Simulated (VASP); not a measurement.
Band structure of SrIF (space group P4/nmm). Computed with r2SCAN meta-GGA, VASP's PBE PAW potentials (set 64) (plane waves; VASP 6.6.1).

Unless said otherwise, spin-orbit coupling is left out, though it shifts the bands of the heavy elements here.

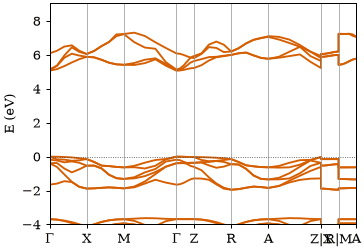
Figure. Bands along high-symmetry lines, zero at the valence-band maximum or, without a gap, the Fermi level

Read the plot: is there a gap, and where are the band edges?

The gap is direct, 5.07 eV, from the valence maximum at Γ to the conduction minimum at Γ.

The structure comes from a computed database's SrIF entry (P4/nmm); how it stands against other phases isn't given here. It was relaxed first.
